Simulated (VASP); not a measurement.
Band structure of Pd (fcc). All values below come from PBE GGA with D3 dispersion (Becke-Johnson damping), VASP's PBE PAW potentials (set 64) (plane waves; VASP).

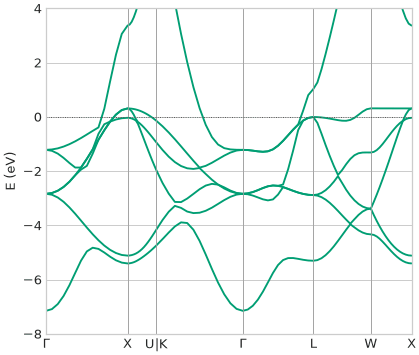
*Bands along high-symmetry lines, zero at the valence-band maximum or, without a gap, the Fermi level*

Question: Read the plot: is there a gap, and where are the band edges?

Answer: It has no gap at this level: it comes out as a metal or semimetal. (Edges off the drawn lines would not show.)

The compound is Pd in the fcc structure. It was relaxed first.
